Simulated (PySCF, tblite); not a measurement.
# C₂H₅F₃NSi radical: geometry, infrared bands and EPR parameters

What infrared bands and EPR parameters should C₂H₅F₃NSi radical (`C[Si](N)C(F)(F)F`) show?

Computed with tblite 0.8.0 and PySCF 2.14.0, with density-fitted response routines of our own, on a single molecule in the gas phase. Atoms count from 0, in the outputs and in this text.

## (1) Starting geometry

12 atoms, charge 0, multiplicity 2; geometry from: force field or distance geometry start.

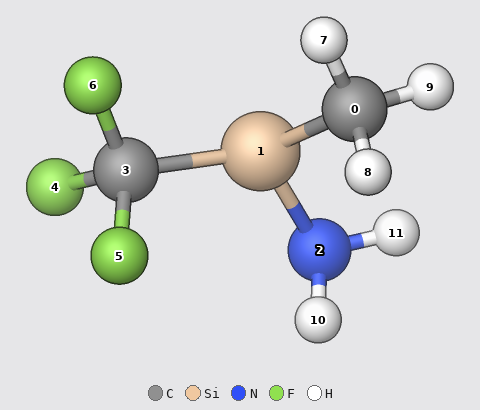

The starting geometry (carbon grey, silicon light orange, nitrogen blue, fluorine green, hydrogen white), atoms numbered.

## (2) Relaxing the molecule with GFN2-xTB

What the job is given:

```
{"job": {"kind": "relax", "xc": "GFN2-xTB", "basis": "xTB"}, "charge": 0, "multiplicity": 2}
C      0.405000     1.525300    -0.173200
Si     0.056400    -0.249200    -0.559700
N      1.512000    -1.165500    -0.311600
C     -1.516000    -0.841900     0.161800
F     -1.852200    -2.083200    -0.274100
F     -1.449800    -0.920400     1.520400
F     -2.540600    -0.013800    -0.137800
H     -0.457000     2.157500    -0.430200
H      0.607100     1.671200     0.893800
H      1.255300     1.897100    -0.729900
H      1.669500    -1.318000     0.677200
H      2.311400    -0.659700    -0.662700
```

The run is started by

```
OMP_NUM_THREADS=1 python probes_run.py task.json out
```

One launch serves the whole session: the jobs run in the order shown.

What it wrote:

```text
step      E/eV     max force
  0    -697.00866    3.204
  1    -697.16770    1.447
  2    -697.23721    0.828
  3    -697.29439    0.430
  4    -697.30987    0.417
  5    -697.32969    0.373
  6    -697.34839    0.356
  7    -697.36791    0.363
  8    -697.38379    0.325
  9    -697.39460    0.258
 10    -697.40153    0.210
 11    -697.40791    0.296
 12    -697.41549    0.328
 13    -697.42583    0.280
 14    -697.43940    0.355
 15    -697.45520    0.413
 16    -697.47171    0.372
 17    -697.48999    0.368
 18    -697.50623    0.262
 19    -697.51146    0.361
 20    -697.50622    0.668
 21    -697.51484    0.109
 22    -697.51557    0.101
 23    -697.51805    0.105
 24    -697.51883    0.104
 25    -697.51986    0.070
 26    -697.52028    0.053
 27    -697.52065    0.049
 28    -697.52096    0.056
 29    -697.52130    0.059
 30    -697.52163    0.049
 31    -697.52202    0.063
 32    -697.52258    0.084
 33    -697.52366    0.156
 34    -697.52565    0.257
 35    -697.52857    0.330
 36    -697.53167    0.224
 37    -697.52830    0.656
 38    -697.53436    0.071
 39    -697.53514    0.074
 40    -697.53679    0.223
 41    -697.53814    0.214
 42    -697.54262    0.131
 43    -697.54389    0.292
 44    -697.54582    0.095
 45    -697.54626    0.077
 46    -697.54675    0.081
 47    -697.54752    0.069
 48    -697.54812    0.049
 49    -697.54858    0.056
 50    -697.54906    0.062
 51    -697.54967    0.072
 52    -697.55037    0.053
 53    -697.55074    0.057
 54    -697.55092    0.034
 55    -697.55103    0.047
 56    -697.55119    0.045
 57    -697.55141    0.039
 58    -697.55154    0.035
 59    -697.55167    0.030
 60    -697.55181    0.027
 61    -697.55192    0.020
 62    -697.55198    0.021
 63    -697.55201    0.016
 64    -697.55204    0.017
 65    -697.55209    0.021
 66    -697.55216    0.028
 67    -697.55229    0.040
 68    -697.55244    0.047
 69    -697.55256    0.043
 70    -697.55266    0.032
 71    -697.55276    0.044
 72    -697.55287    0.054
 73    -697.55301    0.055
 74    -697.55317    0.052
 75    -697.55339    0.049
 76    -697.55366    0.051
 77    -697.55391    0.044
 78    -697.55409    0.031
 79    -697.55419    0.023
 80    -697.55430    0.030
 81    -697.55448    0.040
 82    -697.55480    0.048
 83    -697.55524    0.051
 84    -697.55556    0.050
 85    -697.55569    0.082
 86    -697.55599    0.056
 87    -697.55614    0.049
 88    -697.55663    0.026
 89    -697.55688    0.042
 90    -697.55699    0.028
 91    -697.55710    0.027
 92    -697.55727    0.033
 93    -697.55749    0.038
 94    -697.55766    0.022
 95    -697.55767    0.048
 96    -697.55775    0.012
 97    -697.55776    0.012
 98    -697.55779    0.012
 99    -697.55784    0.019
100    -697.55796    0.032
101    -697.55811    0.037
102    -697.55824    0.032
103    -697.55830    0.026
104    -697.55834    0.022
105    -697.55839    0.017
106    -697.55847    0.016
107    -697.55854    0.020
108    -697.55858    0.018
109    -697.55860    0.015
110    -697.55861    0.008
```

It took 0.51 s on 1 thread of Arm Neoverse V2, shared host.

Along the way: (not every step is listed)

```tsv
step	energy from step 0 (eV)	largest force (eV/Å)
0	0.0000	3.2039
1	-0.1590	1.4475
2	-0.2286	0.8284
3	-0.2857	0.4297
4	-0.3012	0.4171
5	-0.3210	0.3735
6	-0.3397	0.3564
7	-0.3593	0.3631
8	-0.3751	0.3249
17	-0.4813	0.3682
26	-0.5116	0.0533
35	-0.5199	0.3303
44	-0.5372	0.0952
53	-0.5421	0.0571
62	-0.5433	0.0205
71	-0.5441	0.0439
80	-0.5456	0.0297
89	-0.5482	0.0421
98	-0.5491	0.0120
105	-0.5497	0.0173
106	-0.5498	0.0158
107	-0.5499	0.0201
108	-0.5499	0.0177
109	-0.5499	0.0145
110	-0.5500	0.0084
```

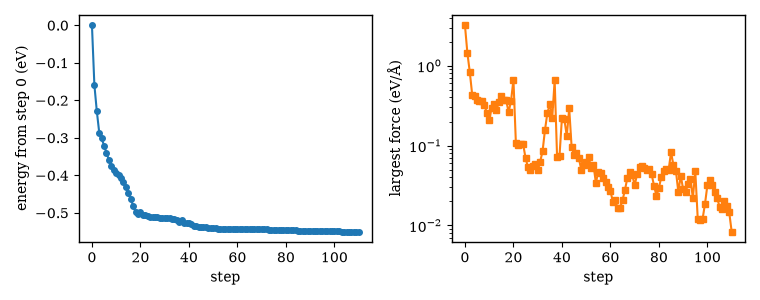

Energy and force, step by step.

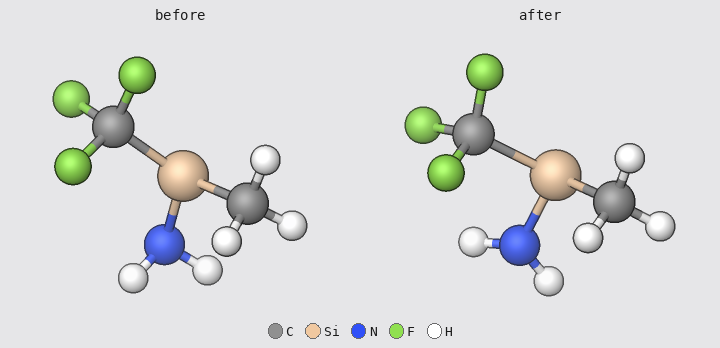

The geometry before (left) and after (right).

Distances of close pairs at the start and the end, largest changes first:

```tsv
bond	before (Å)	after (Å)	change (Å)
Si1–C3	1.829	1.962	+0.133
C0–Si1	1.849	1.897	+0.048
Si1–N2	1.738	1.723	-0.015
C0–H7	1.099	1.086	-0.014
C3–F5	1.362	1.352	-0.010
C0–H8	1.096	1.089	-0.007
C3–F4	1.358	1.351	-0.007
N2–H10	1.013	1.008	-0.004
```

The end geometry stands in the next job.

## (3) Vibrational analysis with GFN2-xTB

What the job is given:

```
{"job": {"kind": "ir", "xc": "GFN2-xTB", "basis": "xTB"}, "charge": 0, "multiplicity": 2}
C      0.367004     1.727164    -0.200567
Si     0.148283    -0.073853    -0.756321
N      1.402615    -1.075607    -0.131436
C     -1.387073    -0.819975     0.209957
F     -1.472798    -2.161530     0.074183
F     -1.333631    -0.586500     1.540748
F     -2.570664    -0.324511    -0.202683
H     -0.508621     2.323999    -0.437769
H      0.523269     1.765695     0.876249
H      1.223780     2.184918    -0.683617
H      1.240912    -2.055357     0.044343
H      2.368122    -0.905129    -0.359113
```

What it wrote:

```text
mode    cm-1     km/mol
  1      30.1      0.19
  2     101.9      1.50
  3     106.7      0.63
  4     138.9      1.37
  5     162.0      1.32
  6     224.5      7.74
  7     246.1      5.52
  8     264.3      4.82
  9     373.6     51.50
 10     457.7     20.45
 11     459.1      2.28
 12     465.4    168.38
 13     642.6      5.94
 14     717.4     11.79
 15     775.4     45.49
 16     820.5     57.16
 17     839.7     91.50
 18     915.3    129.08
 19    1003.0    271.56
 20    1025.1    272.91
 21    1116.6    112.94
 22    1351.9      5.54
 23    1456.5      3.35
 24    1471.1      4.95
 25    1493.8     57.27
 26    3002.5      8.82
 27    3047.9      8.24
 28    3057.9     16.82
 29    3462.7     22.86
 30    3510.3      2.73
```

Wall time 0.28 s (1 thread of Arm Neoverse V2, shared host).

The strongest bands and the atoms that carry them (share of the mass-weighted mode):

```tsv
cm⁻¹	km/mol	atoms
465	168.4	H11 35 %, H10 32 %, N2 17 %
820	57.2	H8 42 %, H7 22 %, C0 16 %
840	91.5	H9 43 %, C0 15 %, H8 13 %, H7 10 %
915	129.1	N2 40 %, Si1 39 %
1003	271.6	C3 71 %, F5 20 %
1025	272.9	C3 70 %, F6 15 %, F4 13 %
1117	112.9	C3 70 %, F6 12 %
1494	57.3	H10 45 %, H11 43 %, N2 11 %
```

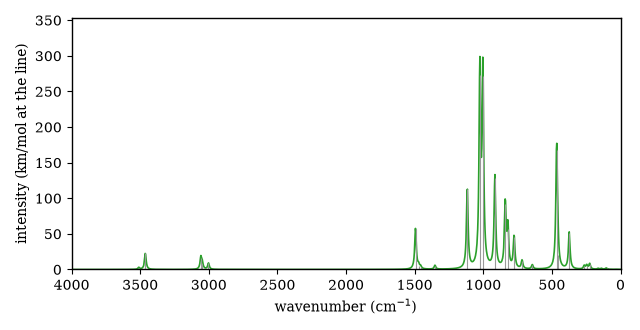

The infrared spectrum from these modes, unscaled. Lines are broadened to a width of 14 cm⁻¹ (Lorentzian).

## (4) g tensor and hyperfine couplings: B3LYP/pcH-1

Same as in step 3 but for these lines:

```diff
@@ -1,2 +1,2 @@
-{"job": {"kind": "ir", "xc": "GFN2-xTB", "basis": "xTB"}, "charge": 0, "multiplicity": 2}
+{"job": {"kind": "epr", "basis": "pcH-1"}, "charge": 0, "multiplicity": 2}
 C      0.367004     1.727164    -0.200567
```

Method: UKS B3LYP, pcH-1 on C F H N Si, non-relativistic, mean-field spin-orbit, GIAO.

What it wrote:

```text
UKS, coarse grid
  cycle   1  E = -722.84992361  |g| = 7.27e-01
  cycle   2  E = -722.55807574  |g| = 1.18e+00
  cycle   3  E = -723.02969068  |g| = 7.29e-02
  cycle   4  E = -723.03114638  |g| = 5.31e-02
  cycle   5  E = -723.03239234  |g| = 1.11e-02
  cycle   6  E = -723.03244059  |g| = 3.62e-03
  cycle   7  E = -723.03244629  |g| = 1.20e-03
  cycle   8  E = -723.03244637  |g| = 3.85e-04
UKS, final grid
  cycle   1  E = -723.03246749  |g| = 4.00e-04
  cycle   2  E = -723.03246745  |g| = 5.37e-04
  cycle   3  E = -723.03246755  |g| = 6.60e-05
  cycle   4  E = -723.03246755  |g| = 1.63e-05
E = -723.03246755 Eh   <S^2> = 0.7520 (exact 0.7500)
g shifts (ppm)      1          2          3
  rmc          -174       -174       -174
  gc             95         22         96
  oz_so        -584        -14       1162
  total        -664       -166       1084
hyperfine (MHz)  atom isotope    a_iso     a_fc   dipolar eigenvalues
    0   13C      73.48      73.48     -8.02     -7.53     15.55
    1  29Si    -580.54    -581.42   -136.65     67.33     69.31
    2   14N       8.06       8.04     -9.56     -9.24     18.80
    3   13C      75.41      75.43     -5.65     -5.19     10.84
    4   19F      -8.19      -8.14     -5.72     -3.34      9.05
    5   19F      71.64      71.47    -38.40    -37.15     75.55
    6   19F      -7.25      -7.18     -5.86     -2.04      7.90
    7    1H      -5.62      -5.62     -5.50     -2.15      7.64
    8    1H      40.62      40.61     -5.10     -0.09      5.19
    9    1H      -3.52      -3.52     -5.49     -2.87      8.36
   10    1H     -13.05     -13.08    -11.44     -3.13     14.57
   11    1H     -11.74     -11.77    -11.47     -3.90     15.37
```

Run time: 60 s. Hardware: 1 thread of Arm Neoverse V2, shared host; peak memory 0.89 GiB.

Principal g values 2.00166, 2.00215, 2.00340; g(iso) = 2.00240, against 2.00232 for a free electron.

Hyperfine couplings; where a row names several nuclei, a(iso) is their mean (it holds for fast rotation or exchange) and the dipolar term the largest among them:

```tsv
nuclei	isotope	a(iso) (MHz)	a(iso) (G, at g = 2.0023)	largest dipolar term (MHz)
Si1	29Si	-580.5	-207.2	-136.6
C3	13C	75.4	26.9	10.8
C0	13C	73.5	26.2	15.6
F4, F5, F6	19F	18.7	6.7	75.6
H10, H11	1H	-12.4	-4.4	15.4
H7, H8, H9	1H	10.5	3.7	8.4
N2	14N	8.1	2.9	18.8
```

Mulliken spin populations:

```tsv
atom	value (e)
C0	0.05
Si1	0.75
N2	0.15
C3	0.03
F4	0.00
F5	0.01
F6	0.00
H7	0.00
H8	0.02
H9	-0.01
H10	0.00
H11	-0.01
```

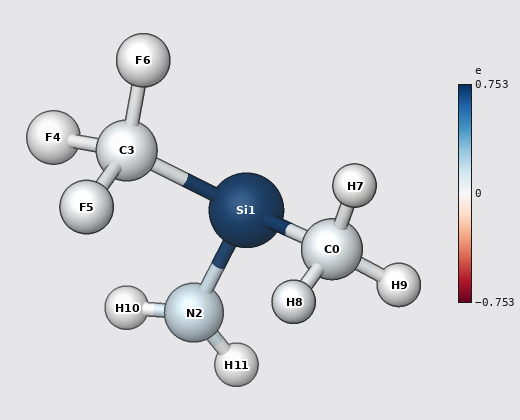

Mulliken spin populations, as colours on the atoms.

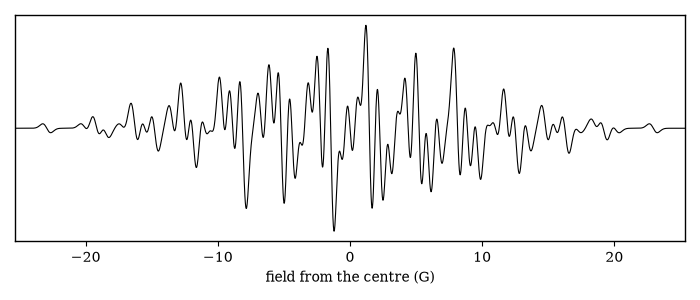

First-order isotropic spectrum (first derivative, main isotopes with spin only, couplings over 0.8 MHz, Gaussian width 0.3 G; couplings of the frozen geometry, rotation of groups not averaged beyond the rows shown).

The fields below are evaluated on a grid from the run's orbitals.

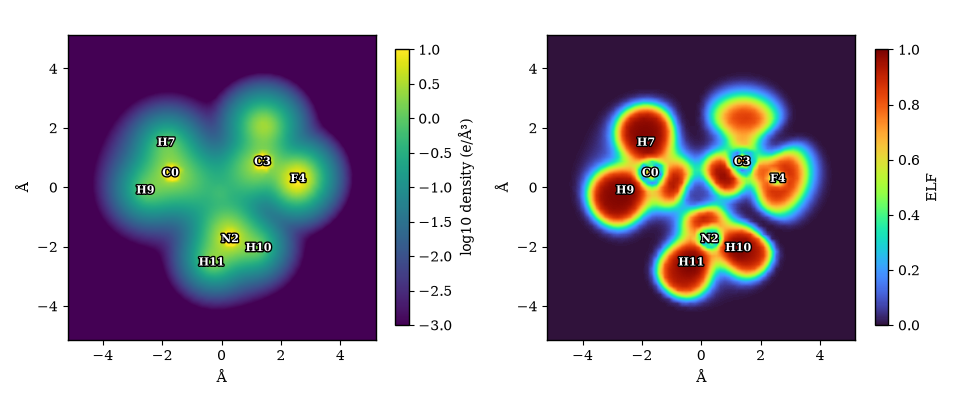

Density (left) and ELF (right) in a plane through or near 8 of the atoms.

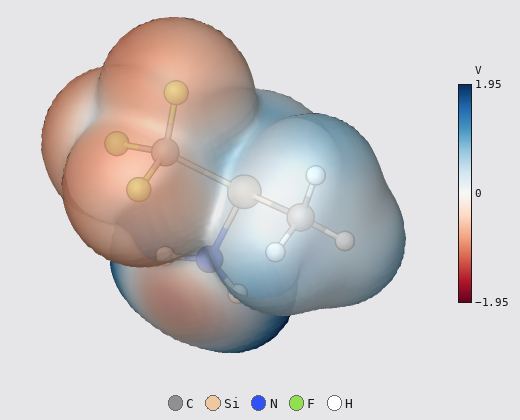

Electrostatic potential on the surface of density 0.002 e/bohr³; red is low, blue high. It runs from -0.86 V near F5 to 1.95 V near H11.

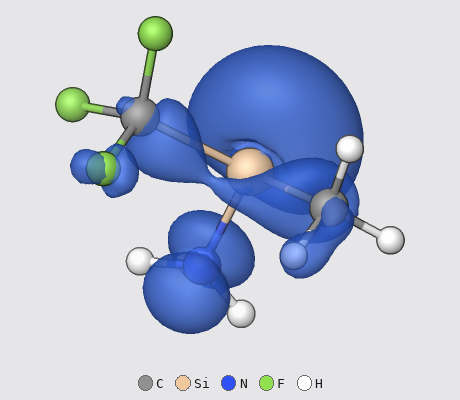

Spin density at ±0.02 e/Å³ (alpha excess blue, beta excess red).

## (5) Summary of results

```
                                                                  quantity                    value
                                 strongest single infrared mode (GFN2-xTB)    1025 cm⁻¹, 273 km/mol
                                              zero-point energy (GFN2-xTB)            46.8 kcal/mol
                                                            g(iso) (B3LYP)                  2.00240
                                                                      ⟨S²⟩       0.752 (exact 0.75)
                                        largest a(iso) (averaged by class)  29Si on Si1, -580.5 MHz
potential on the surface of density 0.002 e/bohr³, 1st and 99th percentile       -0.86 V and 1.95 V
```

What this shows: The optimisation took 110 steps and gained 0.550 eV; among the close pairs (by a distance rule), Si1–C3 changed most, from 1.829 to 1.962 Å. All 30 modes are real, so the xTB geometry is a minimum. The strongest single mode, at 1025 cm⁻¹, moves mainly C3. Unscaled tight-binding wavenumbers are off by several per cent, some by more. Its intensities can rank the bands wrongly. Most of the unpaired spin sits on Si1 (0.75 e). The isotropic g lies 0.1 ppt above the free-electron value. The conformer search found further structures of the same energy, which may be mirror or relabelled copies of this one.
